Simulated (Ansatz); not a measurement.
## Lattice dynamics of TiSi (model cell, started as wurtzite)

How does TiSi (model cell, started as wurtzite) vibrate, and is this structure a minimum?

Program: Ansatz 0.2.0. Level of theory: DFT LDA, scalar-relativistic, plane waves, PAW. Results are calculated unless marked as measured.

The structure was built from a prototype and need not be the compound's stable phase.

### 1. The starting structure

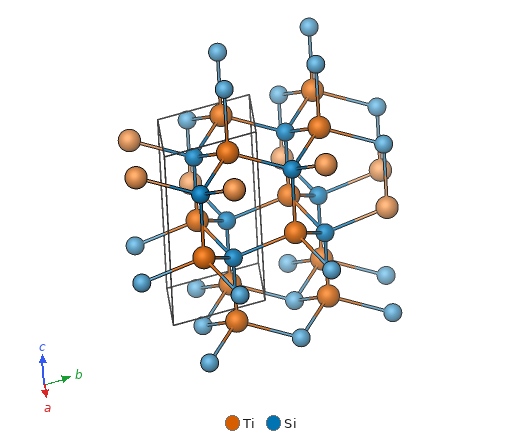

Start, viewed slightly off an axis; titanium orange, silicon blue. 2×2×1 cells are drawn. Some periodic images of atoms are drawn too.

### 2. Bringing the structure to rest, k-mesh 12×12×6

Harmonic phonons are second derivatives at a point where the forces vanish, and they are wanted at zero stress, so atoms and cell are relaxed first.

Contents of input.yaml:

```yaml
crystal:
  lattice:
    - [3.92196, 0.0, 0.0]
    - [-1.96098, 3.39652, 0.0]
    - [0.0, 0.0, 6.40456]
  atoms:
    - { symbol: Ti, position: [0.333333, 0.666667, 0.0] }
    - { symbol: Ti, position: [0.666667, 0.333333, 0.5] }
    - { symbol: Si, position: [0.333333, 0.666667, 0.375] }
    - { symbol: Si, position: [0.666667, 0.333333, 0.875] }
kpoints:
  mp_grid: { grid: [12, 12, 6] }
hamiltonian:
  xc: lda
scf:
  occupations: { method: gaussian, width: 0.1 }
output:
  forces: true
  stress: true
  eigenvalues: true
  write_density: true
  write_potential: true
  elf: true
  volumetric_format: npy
relax:
  adjacent_minimum: "off"
  f_tol: 0.005
  max_steps: 80
  cell: { stress_tol: 0.05 }
```

Run with:

```sh
> ansatz run input.yaml --threads 4 --pin off --max-ram 7168MiB --backend cpu --events-out ev --progress --plain --runs-dir out
```

Numbers of over 12 decimals in the logs are rounded to 6 here.

What it wrote:

```text
Warning: the atoms were moved onto the symmetric positions of the space group found under crystal.symmetry.tolerance 1.0e-5 (fractional; no operation is sought that the atoms, as they stand in a round, miss by more than twice it, and no atom is moved by as much as it), and the run uses the moved positions. Before a round's move an operation carried an atom to 3.92e-6 Å from where it should land, the largest such dist [...]
Engine: ansatz 0.2.0, aarch64-unknown-linux-gnu
Pseudopotentials: kind: paw
Pseudopotential: Ti, paw, valence charge 12, recommended cutoff 420 eV (normal), Ti.paw.azcp
Pseudopotential: Si, paw, valence charge 4, recommended cutoff 420 eV (normal), Si.paw.azcp
Functional definition: SPW92
  exchange = slater_x
  correlation = pw_c
Crystal: 4 atoms, lattice volume = 85.315 Å³
Basis set: ecut = 420 eV, 1713 PW (Γ)
Bands: 20, of which v1, the nominal top of the filled ones, is band 16 counted from 1 (15 counted from 0)
Symmetry: 12 space group operations
Space group: P63mc (ITA 186), of the structure as read, at distance tolerance 4.4e-5 Å
k-points: 76 of 864 (time reversal used)
Non-local potential: Ti, projectors of the file, l = 0: 3, l = 1: 2, l = 2: 3, l = 3: 1
Non-local potential: Si, projectors of the file, l = 0: 2, l = 1: 2, l = 2: 2
PAW form: soft (Blöchl's): semilocal exchange-correlation on the pseudo side does not see the compensation charge
PAW frozen core: Ti, regenerated for the run's functional, and the local potential with it (the file was generated under x = pbe(κ = 0.804, μ = 0.219515), c = pbe(β = 0.066725))
PAW frozen core: Si, regenerated for the run's functional, and the local potential with it (the file was generated under x = pbe(κ = 0.804, μ = 0.219515), c = pbe(β = 0.066725))
PAW one-centre angular grid: Ti, 590 points (default); XC on 64 Gauss nodes
PAW one-centre angular grid: Si, 110 points (default); XC on 64 Gauss nodes
Initial density: superposition of atomic densities (neutral atoms: chi_scale 0, normalization atom), corrected by the library's trained network
Initial wavefunctions: pseudopotential atomic-orbital guess
Functional: x = slater, c = lda
SCF iter   1: F=—  HF=-6115.342334 eV  |F-HF|=—  |Δ(HF+E_count)|=         —  Δρ=5.29e-3  dr2=2.17e-2  ethr=1.77e-3  ⟨swp⟩=5.3  Hψ=7169  notcnv=0
preconditioner: auto → Kerker (q_TF=auto, 2.317 Å⁻¹)  [metal: Δε(μ)=0.058 eV  Ē_g=3.739 eV  σ=0.100 eV  W_gap=0.32  n_scr=22 (ndim 8)  ℏωp=16.1 eV  f_vac=0.000  D(μ)=0.30/eV (n_scr^D=0)]
SCF iter   2: F=—  HF=-6115.337317 eV  |F-HF|=—  |Δ(HF+E_count)|=   5.02e-3  Δρ=2.87e-3  dr2=8.06e-3  ethr=6.79e-5  ⟨swp⟩=1.0  Hψ=2128  notcnv=0
SCF iter   3: F=—  HF=-6115.334879 eV  |F-HF|=—  |Δ(HF+E_count)|=   2.44e-3  Δρ=9.50e-4  dr2=8.54e-4  ethr=2.52e-5  ⟨swp⟩=2.0  Hψ=2017  notcnv=0
SCF iter   4: F=—  HF=-6115.334684 eV  |F-HF|=—  |Δ(HF+E_count)|=   1.94e-4  Δρ=2.67e-4  dr2=9.65e-5  ethr=2.67e-6  ⟨swp⟩=2.8  Hψ=2569  notcnv=0
SCF iter   5: F=—  HF=-6115.334685 eV  |F-HF|=—  |Δ(HF+E_count)|=   9.51e-7  Δρ=9.99e-5  dr2=1.02e-5  ethr=3.02e-7  ⟨swp⟩=2.0  Hψ=1945  notcnv=0
SCF iter   6: F=—  HF=-6115.334687 eV  |F-HF|=—  |Δ(HF+E_count)|=   1.85e-6  Δρ=2.11e-5  dr2=4.61e-7  ethr=3.20e-8  ⟨swp⟩=2.3  Hψ=2057  notcnv=0
SCF iter   7: F=-6115.334687 eV  HF=-6115.334687 eV  |F-HF|=6.94e-9  |Δ(HF+E_count)|=   1.71e-7  Δρ=5.57e-6  dr2=2.81e-8  ethr=3.13e-10  ⟨swp⟩=8.3  Hψ=9245  notcnv=0
SCF 1 converged in 7 iterations: F = -6115.334687 eV  dr2 = 2.81e-8
  greatest PAW one-centre occupation: 0.999 electrons in one spin orbital (limit 2), on the Ti atom at site 1 (counted from 0), in its partial waves of l = 0
relax step   1: F+E_penalty+E_count = -6115.33468745 eV  Δ(F+E_penalty+E_count) = +0.000e0 eV  max|allowed force component| = 2.694e-1 eV/Å  Δτ_max = 0.0000 Å  P = +4.267 GPa  Ω = 85.315 Å³  (7 SCF iters, dr2 threshold 1.00e-7 eV, accepted)
Crystal: 4 atoms, lattice volume = 88.938 Å³
Basis set: ecut = 420 eV, 1725 PW (Γ)
Initial density: handed on by an earlier stage of this run
Initial wavefunctions: those handed on with the density
iter 1 solved again at ethr=7.03e-5 eV; its pass at ethr=3.10e-3 eV (dr2=2.25e-2 eV) is discarded
SCF iter   1: F=—  HF=-6115.574495 eV  |F-HF|=—  |Δ(HF+E_count)|=         —  Δρ=7.01e-3  dr2=2.26e-2  ethr=7.03e-5  ⟨swp⟩=1.3  Hψ=8859  notcnv=0
preconditioner: auto → Resta (q_TF=auto, 2.301 Å⁻¹)  ε∞=19.4  [insulator: Δε(μ)=0.223 eV  Ē_g=3.675 eV  σ=0.100 eV  W_gap=0.87  n_scr=22 (ndim 8)  ℏωp=15.7 eV  f_vac=0.000  D(μ)=0.18/eV (n_scr^D=0)  ε∞_Penn≈19.4]
SCF iter   2: F=—  HF=-6115.572256 eV  |F-HF|=—  |Δ(HF+E_count)|=   2.24e-3  Δρ=3.84e-3  dr2=7.73e-3  ethr=7.03e-5  ⟨swp⟩=1.0  Hψ=1520  notcnv=0
SCF iter   3: F=—  HF=-6115.571382 eV  |F-HF|=—  |Δ(HF+E_count)|=   8.74e-4  Δρ=8.49e-4  dr2=9.51e-4  ethr=2.41e-5  ⟨swp⟩=2.0  Hψ=2067  notcnv=0
SCF iter   4: F=—  HF=-6115.571251 eV  |F-HF|=—  |Δ(HF+E_count)|=   1.31e-4  Δρ=3.24e-4  dr2=9.55e-5  ethr=2.97e-6  ⟨swp⟩=2.0  Hψ=1955  notcnv=0
SCF iter   5: F=—  HF=-6115.571254 eV  |F-HF|=—  |Δ(HF+E_count)|=   2.94e-6  Δρ=7.26e-5  dr2=5.99e-6  ethr=2.98e-7  ⟨swp⟩=2.3  Hψ=2030  notcnv=0
SCF iter   6: F=—  HF=-6115.571254 eV  |F-HF|=—  |Δ(HF+E_count)|=   3.56e-7  Δρ=2.33e-5  dr2=6.04e-7  ethr=1.87e-8  ⟨swp⟩=2.3  Hψ=2608  notcnv=0
SCF iter   7: F=-6115.571254 eV  HF=-6115.571254 eV  |F-HF|=2.99e-9  |Δ(HF+E_count)|=   1.75e-7  Δρ=5.35e-6  dr2=2.89e-8  ethr=1.25e-9  ⟨swp⟩=9.8  Hψ=11044  notcnv=0
SCF 2 converged in 7 iterations: F = -6115.571254 eV  dr2 = 2.89e-8
relax step   2: F+E_penalty+E_count = -6115.57125445 eV  Δ(F+E_penalty+E_count) = -2.366e-1 eV  max|allowed force component| = 5.727e-1 eV/Å  Δτ_max = 0.0453 Å  P = +0.151 GPa  Ω = 88.938 Å³  energy of the carried Pulay correction = -6.763e-4 eV  (7 SCF iters, dr2 threshold 4.00e-7 eV, accepted)
Crystal: 4 atoms, lattice volume = 88.063 Å³
Basis set: ecut = 420 eV, 1663 PW (Γ)
iter 1 solved again at ethr=7.62e-5 eV; its pass at ethr=3.10e-3 eV (dr2=2.44e-2 eV) is discarded
SCF iter   1: F=—  HF=-6116.016423 eV  |F-HF|=—  |Δ(HF+E_count)|=         —  Δρ=8.58e-3  dr2=2.45e-2  ethr=7.62e-5  ⟨swp⟩=1.4  Hψ=9844  notcnv=0
preconditioner: auto → Resta (q_TF=auto, 2.305 Å⁻¹)  ε∞=18.9  [insulator: Δε(μ)=0.311 eV  Ē_g=3.741 eV  σ=0.100 eV  W_gap=0.97  n_scr=22 (ndim 8)  ℏωp=15.8 eV  f_vac=0.000  D(μ)=0.02/eV (n_scr^D=0)  ε∞_Penn≈18.9]
SCF iter   2: F=—  HF=-6116.015090 eV  |F-HF|=—  |Δ(HF+E_count)|=   1.33e-3  Δρ=4.78e-3  dr2=9.00e-3  ethr=7.62e-5  ⟨swp⟩=1.0  Hψ=1520  notcnv=0
SCF iter   3: F=—  HF=-6116.014512 eV  |F-HF|=—  |Δ(HF+E_count)|=   5.78e-4  Δρ=6.31e-4  dr2=4.66e-4  ethr=2.81e-5  ⟨swp⟩=2.6  Hψ=2092  notcnv=0
[...]
relax step   5: F+E_penalty+E_count = -6117.43978656 eV  Δ(F+E_penalty+E_count) = -7.675e-1 eV  max|allowed force component| = 9.834e-1 eV/Å  Δτ_max = 0.0869 Å  P = -3.067 GPa  Ω = 82.073 Å³  energy of the carried Pulay correction = +6.300e-4 eV  (7 SCF iters, dr2 threshold 4.00e-7 eV, accepted)
relax step   6: F+E_penalty+E_count = -6118.03370830 eV  Δ(F+E_penalty+E_count) = -5.939e-1 eV  max|allowed force component| = 6.591e-1 eV/Å  Δτ_max = 0.0755 Å  P = -0.918 GPa  Ω = 78.405 Å³  energy of the carried Pulay correction = +1.373e-3 eV  (7 SCF iters, dr2 threshold 4.00e-7 eV, accepted)
relax step   7: F+E_penalty+E_count = -6117.93594419 eV  Δ(F+E_penalty+E_count) = +9.776e-2 eV  max|allowed force component| = 1.418e0 eV/Å  Δτ_max = 0.0993 Å  P = +4.068 GPa  Ω = 76.156 Å³  energy of the carried Pulay correction = +1.845e-3 eV  (7 SCF iters, dr2 threshold 4.00e-7 eV, rejected (line search))
relax step   8: F+E_penalty+E_count = -6118.15323623 eV  Δ(F+E_penalty+E_count) = -1.195e-1 eV  max|allowed force component| = 1.438e-5 eV/Å  Δτ_max = 0.0454 Å  P = -0.775 GPa  Ω = 78.488 Å³  energy of the carried Pulay correction = +1.356e-3 eV  (10 SCF iters, accepted)
relax step   9: F+E_penalty+E_count = -6118.15526179 eV  Δ(F+E_penalty+E_count) = -2.026e-3 eV  max|allowed force component| = 1.558e-4 eV/Å  Δτ_max = 0.0000 Å  P = -0.060 GPa  Ω = 77.873 Å³  energy of the carried Pulay correction = +1.484e-3 eV  (6 SCF iters, dr2 threshold 4.00e-7 eV, accepted)
relax step  10: F+E_penalty+E_count = -6118.15528196 eV  Δ(F+E_penalty+E_count) = -2.017e-5 eV  max|allowed force component| = 2.272e-7 eV/Å  Δτ_max = 0.0000 Å  P = -0.001 GPa  Ω = 77.824 Å³  energy of the carried Pulay correction = +1.494e-3 eV  (6 SCF iters, accepted)
relax step  11: F+E_penalty+E_count = -6118.16285085 eV  Δ(F+E_penalty+E_count) = -7.569e-3 eV  max|allowed force component| = 3.710e-6 eV/Å  Δτ_max = 0.0000 Å  P = +0.187 GPa  Ω = 77.824 Å³  stress off target by 2.78e-1 GPa  SCF on the basis re-selected at this cell (its energy is not comparable with the rows above)  (7 SCF iters)
relax step  12: F+E_penalty+E_count = -6118.16296521 eV  Δ(F+E_penalty+E_count) = -1.144e-4 eV  max|allowed force component| = 4.232e-5 eV/Å  Δτ_max = 0.0000 Å  P = +0.007 GPa  Ω = 77.988 Å³  energy of the carried Pulay correction = -3.565e-5 eV  (6 SCF iters, dr2 threshold 1.93e-7 eV, accepted)
iter 1 solved again at ethr=2.56e-8 eV; its pass at ethr=3.10e-3 eV (dr2=8.19e-6 eV) is discarded
SCF iter   1: F=—  HF=-6118.163004 eV  |F-HF|=—  |Δ(HF+E_count)|=         —  Δρ=3.08e-6  dr2=1.77e-9  ethr=2.56e-8  ⟨swp⟩=3.9  Hψ=11655  notcnv=0
preconditioner: auto → Kerker (q_TF=auto, 2.352 Å⁻¹)  [metal: Δε(μ)=0.036 eV  Ē_g=4.235 eV  σ=0.100 eV  W_gap=0.20  n_scr=20 (ndim 8)  ℏωp=16.8 eV  f_vac=0.000  D(μ)=0.89/eV (n_scr^D=2)]
SCF iter   2: F=—  HF=-6118.163007 eV  |F-HF|=—  |Δ(HF+E_count)|=   2.86e-6  Δρ=1.63e-6  dr2=5.42e-10  ethr=5.54e-12  ⟨swp⟩=3.0  Hψ=3106  notcnv=0
SCF iter   3: F=—  HF=-6118.163007 eV  |F-HF|=—  |Δ(HF+E_count)|=  9.97e-10  Δρ=1.92e-7  dr2=5.43e-11  ethr=1.69e-12  ⟨swp⟩=2.4  Hψ=2454  notcnv=0
iter 4 did not close the SCF: its close was put off for the readings that it lacked (scf_convergence_deferred on its scf_iter line)
SCF iter   4: F=-6118.163007 eV  HF=-6118.163007 eV  |F-HF|=2.73e-12  |Δ(HF+E_count)|=  3.64e-12  Δρ=1.18e-7  dr2=2.10e-11  ethr=1.00e-12  ⟨swp⟩=1.0  Hψ=1520  notcnv=0
iter 5 did not close the SCF: its close was put off for the readings that it lacked (scf_convergence_deferred on its scf_iter line)
SCF iter   5: F=-6118.163007 eV  HF=-6118.163007 eV  |F-HF|=1.27e-11  |Δ(HF+E_count)|=  1.82e-12  Δρ=1.12e-7  dr2=1.39e-11  ethr=1.00e-12  ⟨swp⟩=1.0  Hψ=1520  notcnv=0
iter 6 did not close the SCF: its close was put off for the readings that it lacked (scf_convergence_deferred on its scf_iter line)
SCF iter   6: F=-6118.163007 eV  HF=-6118.163007 eV  |F-HF|=2.73e-12  |Δ(HF+E_count)|=    0.00e0  Δρ=1.52e-8  dr2=1.67e-13  ethr=1.00e-12  ⟨swp⟩=1.0  Hψ=1520  notcnv=0
iter 7 did not close the SCF: its close was put off for the readings that it lacked (scf_convergence_deferred on its scf_iter line)
SCF iter   7: F=-6118.163007 eV  HF=-6118.163007 eV  |F-HF|=1.82e-12  |Δ(HF+E_count)|=    0.00e0  Δρ=5.55e-9  dr2=3.58e-14  ethr=1.00e-12  ⟨swp⟩=1.0  Hψ=1520  notcnv=0
SCF iter   8: F=-6118.163007 eV  HF=-6118.163007 eV  |F-HF|=1.82e-12  |Δ(HF+E_count)|=  1.82e-12  Δρ=1.49e-9  dr2=1.88e-15  ethr=1.00e-12  ⟨swp⟩=3.0  Hψ=5109  notcnv=0
SCF 13 converged in 8 iterations: F = -6118.163007 eV  dr2 = 1.88e-15
relax step  13: F+E_penalty+E_count = -6118.16300718 eV  Δ(F+E_penalty+E_count) = -4.198e-5 eV  max|allowed force component| = 4.232e-5 eV/Å  Δτ_max = 0.0000 Å  P = +0.008 GPa  Ω = 77.988 Å³  stress off target by 1.09e-2 GPa  SCF on the basis re-selected at this cell (its energy is not comparable with the rows above)  (8 SCF iters)
basis re-selected at this cell: Δ(F+E_penalty+E_count) = -4.198e-5 eV, ΔP = +0.001 GPa vs the last step (what re-selecting the basis moved, of the pressure what is left beyond the Pulay correction that the steps carried, after the strain that the cell walked since its last selection, with what the two solves' SCF thresholds leave and, on support functions, any second-order correction that the steps lacked; it is no m [...]
SCF converged after 8 iterations
Free energy (F): -6118.163007 eV
Harris-Foulkes:  -6118.163007 eV  (|F-HF|=1.82e-12)
Internal energy: -6118.158566 eV  (E = F + TS)
E sigma→0 (E₀):  -6118.160787 eV
Entropy (-TS):   -0.004441 eV (-1.110 meV/atom)
Fermi energy:    8.021075 eV
--- Per-component energies (eV) ---
  E_band       = -403.188540
  E_kinetic    = 627.675353
  E_local      = -2384.628001  (includes V_loc(G=0)·N_el)
  E_nonlocal   = 81.250153
  E_hartree    = 980.379910
  E_xc         = -303.786532
  E_vxc        = -338.429977  (∫ρ·V_xc dr)
  E_paw        = -2970.899753  (= ΣΔE_a)
  E_vpaw       = -349.816096  (= ΣTr[D̂ρ^β])
  E_aug_tail   = 0.000208  (compensation charges beyond the density's cutoff)
  E_ewald      = -2148.970466
  E_core_change = 0.820562  (= ΣΔE_core)
  E_smearing   = -0.004441  (= −TS)
  E_closure    = -0.000000  (closes the sum)
  Σ components = -6118.163007   (vs F -6118.163007, Δ=0.00e0)
--- Forces (eV/Å), atoms counted from 1 ---
  atom   1  Ti     0.00000000     0.00000000     0.00003751
  atom   2  Ti     0.00000000    -0.00000000     0.00003751
  atom   3  Si    -0.00000000    -0.00000000    -0.00004713
  atom   4  Si    -0.00000000     0.00000000    -0.00004713
  max |Σ_I F_I| component: 1.92e-5 eV/Å
--- Stress (GPa, compression-positive) ---
        0.010912      -0.000000      -0.000000
       -0.000000       0.010912       0.000000
       -0.000000       0.000000       0.003604
  P = ⅓ Tr σ = 0.0085 GPa (0.085 kbar)
--- Band table (eV; the first three rows and the last of 76) ---
  k-point 0: bands = [... 12 lower, 6.4718, 6.9157, 6.9157, 8.2394, 8.2394, 8.8843, 10.0491, 10.0491]
  k-point 1: bands = [... 12 lower, 6.4162, 6.7219, 6.7219, 8.4603, 8.5780, 8.5780, 10.1397, 10.1397]
  k-point 2: bands = [... 12 lower, 6.3215, 6.4484, 6.4484, 7.4531, 9.2393, 9.2393, 10.1835, 10.1835]
  k-point 75: bands = [... 12 lower, 6.0316, 6.0316, 7.4659, 7.4659, 8.5333, 8.5333, 10.0121, 10.0121]
--- Relaxed structure (11 steps of the walk, 10 accepted, 2 SCFs on fresh bases) ---
  F+E_penalty+E_count = -6118.16300718 eV   max|allowed force component| = 4.232e-5 eV/Å   (the final SCF, on the basis selected at the relaxed cell)
  cell:  # Å, volume = 77.9880 Å³
    - [4.303910, 0, 0]
    - [-2.151955, 3.727296, -9.021456721005874e-18]
    - [0, -1.7011083825922343e-17, 4.861505]
  atoms:
    - { symbol: Ti, position: [0.333333, 0.666667, -0.062500] }
    - { symbol: Ti, position: [0.666667, 0.333333, 0.437500] }
    - { symbol: Si, position: [0.333333, 0.666667, 0.437500] }
    - { symbol: Si, position: [0.666667, 0.333333, 0.937500] }
```

Run time: 55 s. Hardware: 4 threads of Arm Neoverse V1, shared host; peak memory 0.45 GiB.

Relaxation path:

```tsv
step	energy less that of the first step (eV)	largest force component (eV/Å)	pressure (GPa)	volume (Å³)
1	0.0000	0.2694	4.27	85.32
2	-0.2366	0.5727	0.15	88.94
3	-0.6798	0.9844	-1.66	88.06
4	-1.3376	1.0661	-2.72	85.37
5	-2.1051	0.9834	-3.07	82.07
6	-2.6990	0.6591	-0.92	78.40
7	-2.6013	1.4181	4.07	76.16
8	-2.8185	0.0000	-0.78	78.49
9	-2.8206	0.0002	-0.06	77.87
10	-2.8206	0.0000	0.00	77.82
11*	-2.8282	0.0000	0.19	77.82
12	-2.8283	0.0000	0.01	77.99
13*	-2.8283	0.0000	0.01	77.99
```

Relaxation steps marked * repeat the geometry before them on a plane-wave basis chosen anew for their cell, so energy and pressure can jump there. Relaxation step 7 was tried and not accepted.

The run keeps the 12 symmetry operations that it works with, so distortions that break them were not tested.

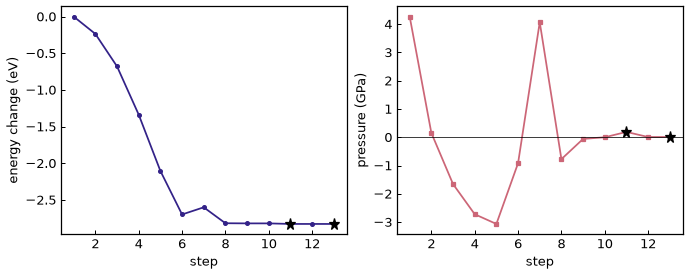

Energy and pressure along the relaxation. Stars mark steps on a basis chosen anew.

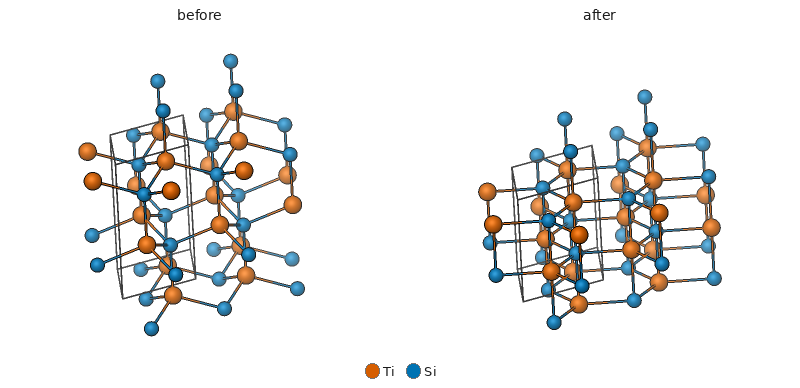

Before and after, at one scale.

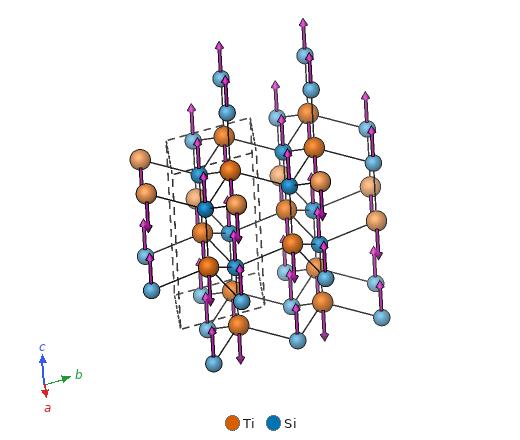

Displacements in the relaxation, exaggerated, measured against the changing cell; the longest in the cell stands for 0.30 Å. 2×2×1 cells are drawn. Some periodic images of atoms are drawn too.

```tsv
cell as run	before	after	change
a (Å)	3.922	4.304	+9.7 %
b (Å)	3.922	4.304	+9.7 %
c (Å)	6.405	4.862	-24.1 %
volume (Å³/atom)	21.33	19.50	-8.6 %
```

The atoms that moved most (Å, as changes of fractional coordinates times the final cell):

```tsv
atom	dx	dy	dz	length
Si4	0.000	0.000	0.304	0.304
Ti1	0.000	0.000	-0.304	0.304
Ti2	0.000	0.000	-0.304	0.304
Si3	0.000	0.000	0.304	0.304
```

Numbers from this step:

```
pressure          : 0.008476 GPa
volume per atom   : 19.50 Å³
gap on the k-mesh : 0 eV
```

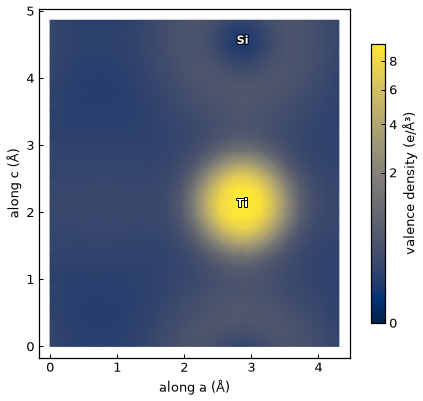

Valence density in the ac plane at fractional y = 0.333, with atoms of Ti and Si within 0.2 Å of it. It is the smooth field of the valence electrons, not physical close to the nuclei. The colour scale is stretched toward low values.

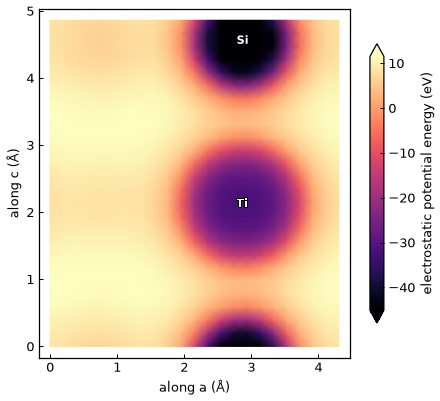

Electrostatic potential energy in the ac plane at fractional y = 0.333, with atoms of Ti and Si within 0.2 Å of it. With pseudopotentials it is smooth inside the atoms' cores, unlike the true potential.

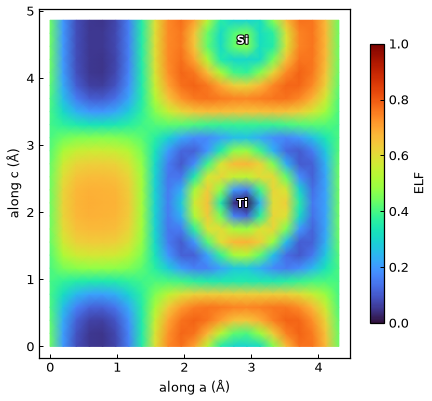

ELF in the ac plane at fractional y = 0.333, with atoms of Ti and Si within 0.2 Å of it. It is the smooth field of the valence electrons, not physical close to the nuclei.

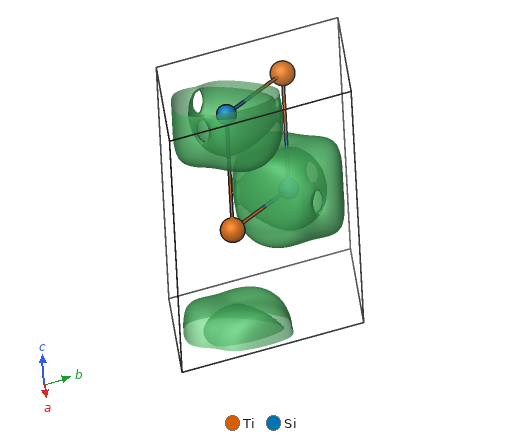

Surface of ELF = 0.73.

In this step the volume went from 21.33 to 19.50 Å³/atom.

[end of part 1 of 3]

[Logs are printed without paths, hosts, clocks, repeated set-up lines and the standing remarks that a program may print on its own settings, such as how far it seeks lower states.]

[Hosts, paths, dates, database ids (printed as entryN), source tags and the programs' standing remarks are cut or masked in the printed files.]
